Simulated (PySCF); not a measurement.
The calculation's input:

```
{"job": {"kind": "nmr", "xc": "PBE0", "basis": "pcSseg-1"}, "charge": 0, "multiplicity": 1}
F     -3.161521     0.833909    -1.320939
C     -1.960417     0.666241    -0.683568
C     -1.960338    -0.605731     0.095990
C     -0.868979    -1.170928     0.611643
C      0.420742    -0.633719     0.462320
C      1.532372    -0.187076     0.337077
C      2.866710     0.362194     0.177490
F      3.485297     0.550512     1.354604
F      2.846532     1.555538    -0.442092
F      3.662120    -0.436766    -0.552964
H     -1.827995     1.535146    -0.024656
H     -1.178054     0.678622    -1.451453
H     -2.929914    -1.061660     0.232165
H     -0.927234    -2.086753     1.182217
```

Command:

```sh
OMP_NUM_THREADS=1 python probes_run.py task.json out
```

Geometry: GFN2-xTB.

These are results of PBE0/pcSseg-1, SCF density, gas phase, non-relativistic in PySCF, not measurements.

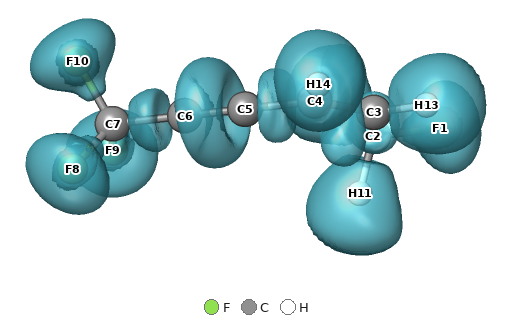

C$_{6}$H$_{4}$F$_{4}$ (SMILES FC/C=C\C#CC(F)(F)F). Isosurface of the ELF at 0.75 (cyan), seen from one side. Only the valence region is drawn (cores and ρ < 0.01 e/Å³ removed).

> What do the ELF domains correspond to?

At this value the surface marks out five regions between bonded C–C atoms (shared pairs), four regions around hydrogen nuclei and four regions on F in which the atom's valence shell and bonds are merged. Along the contacts the grid gives the following. C–C (1.20 Å): the ELF peaks at about 0.85 between the atoms: a short, multiple covalent bond. C–F (1.34 Å): the ELF peaks at about 0.85 between the atoms, as expected for a polar covalent bond.
